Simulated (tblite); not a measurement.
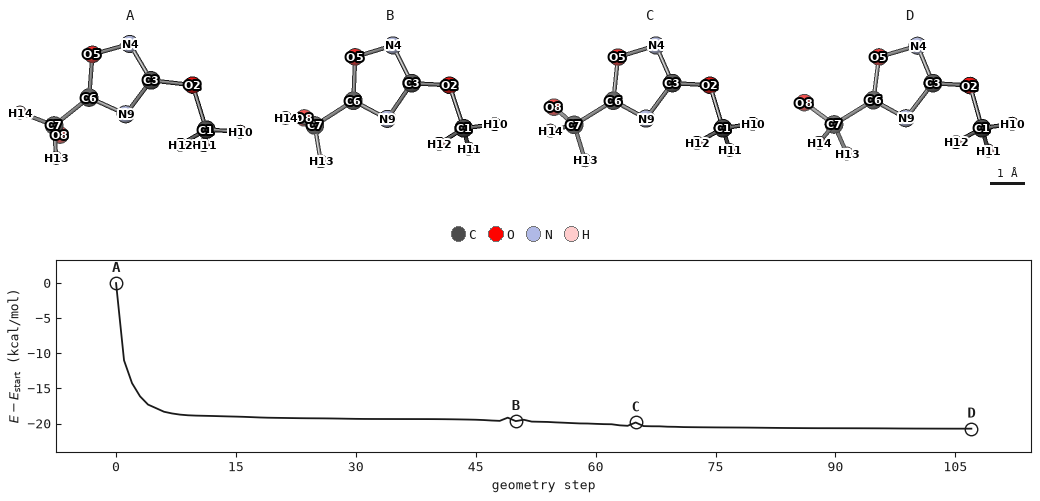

Frames of a relaxation of C4H5N2O3 (multiplicity 2), marked on the history of the run. The picture is a ball-and-stick view, seen at a tilt.

These are results of GFN2-xTB geometry optimisation, gas phase (tblite 0.8.0), not measurements. 

**Describe the path.**

The largest move after the best rigid fit is that of O8, 1.61 Å. Largest moves by element: O 1.61 Å, H 1.28 Å, N 0.41 Å, C 0.19 Å. Among the contacts that change: O2–C3 1.425 → 1.310 Å, C7–O8 1.389 → 1.300 Å, C6–N9 1.347 → 1.307 Å, N4–O5 1.314 → 1.353 Å. Among the angles between lasting bonds that change: O5–C6–C7 130.9° → 122.6°, H13–C7–H14 106.3° → 98.9°, N4–C3–N9 106.0° → 112.8°. Groups turn about C6–C7 by about 85°. Over 107 geometry steps the energy falls by 20.7 kcal/mol. Cost: 0.69 s on 1 thread of Arm Neoverse V1, with other jobs on the host. From step 0 to 50: O8 moves most (0.71 Å), energy −19.7 kcal/mol. From step 50 to 65: O8 moves most (0.49 Å), energy −0.20 kcal/mol. From step 65 to 107: O8 moves most (0.47 Å), energy −0.88 kcal/mol.

```json
{"step": "0", "E − E(0), kcal/mol": "0.00"}
{"step": "1", "E − E(0), kcal/mol": "-11.00"}
{"step": "2", "E − E(0), kcal/mol": "-14.25"}
{"step": "3", "E − E(0), kcal/mol": "-16.12"}
{"step": "4", "E − E(0), kcal/mol": "-17.30"}
{"step": "5", "E − E(0), kcal/mol": "-17.80"}
{"step": "6", "E − E(0), kcal/mol": "-18.32"}
{"step": "7", "E − E(0), kcal/mol": "-18.56"}
{"step": "8", "E − E(0), kcal/mol": "-18.73"}
{"step": "9", "E − E(0), kcal/mol": "-18.82"}
{"step": "10", "E − E(0), kcal/mol": "-18.87"}
{"step": "15", "E − E(0), kcal/mol": "-19.01"}
{"step": "20", "E − E(0), kcal/mol": "-19.18"}
{"step": "25", "E − E(0), kcal/mol": "-19.25"}
{"step": "30", "E − E(0), kcal/mol": "-19.33"}
{"step": "36", "E − E(0), kcal/mol": "-19.36"}
{"step": "41", "E − E(0), kcal/mol": "-19.38"}
{"step": "46", "E − E(0), kcal/mol": "-19.50"}
{"step": "51", "E − E(0), kcal/mol": "-19.46"}
{"step": "56", "E − E(0), kcal/mol": "-19.88"}
{"step": "61", "E − E(0), kcal/mol": "-20.08"}
{"step": "66", "E − E(0), kcal/mol": "-20.36"}
{"step": "71", "E − E(0), kcal/mol": "-20.50"}
{"step": "76", "E − E(0), kcal/mol": "-20.55"}
{"step": "81", "E − E(0), kcal/mol": "-20.60"}
{"step": "87", "E − E(0), kcal/mol": "-20.65"}
{"step": "92", "E − E(0), kcal/mol": "-20.67"}
{"step": "97", "E − E(0), kcal/mol": "-20.69"}
{"step": "102", "E − E(0), kcal/mol": "-20.72"}
{"step": "107", "E − E(0), kcal/mol": "-20.73"}
```
